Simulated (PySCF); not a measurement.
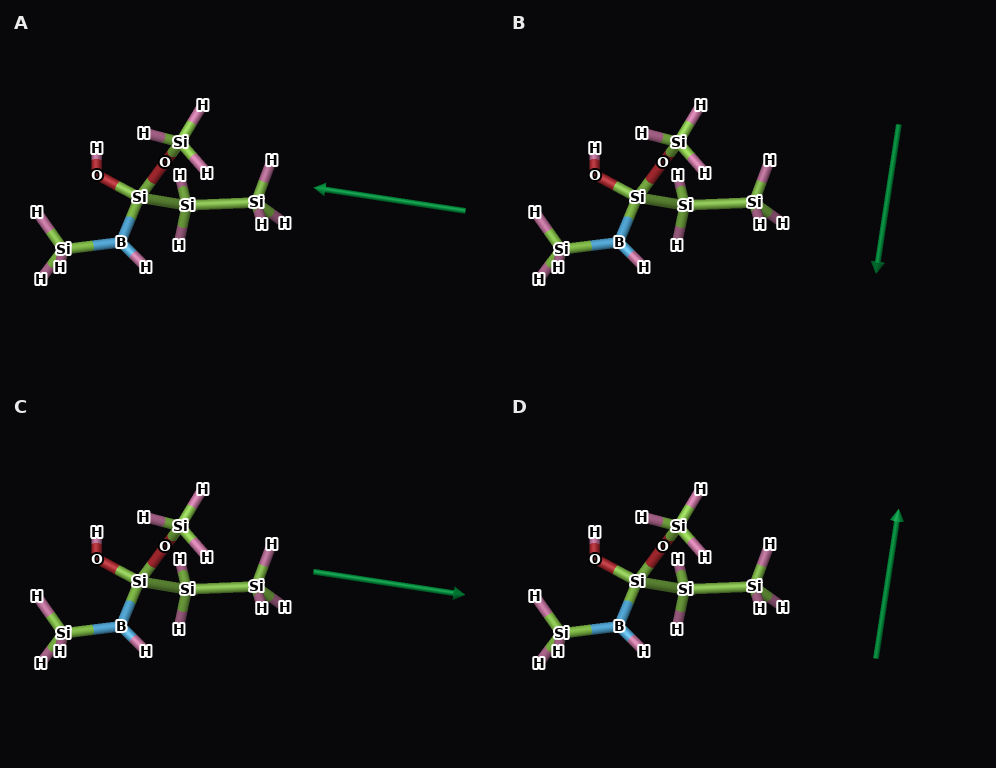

The same molecule four times, each with an arrow. Computed geometry: GFN2-xTB optimisation. No frequency run is at hand to confirm it as a minimum. Level of theory: PBE0/pcSseg-1, gas phase (PySCF 2.14.0).

**Which arrow points along the dipole moment, from the negative to the positive end?**

D. The dipole moment is 0.79 D.

The geometry is semi-empirical. Around B, Si such bond lengths and angles can be off by a tenth of an ångström or more and by several degrees, and values that hang on the shape move with them.
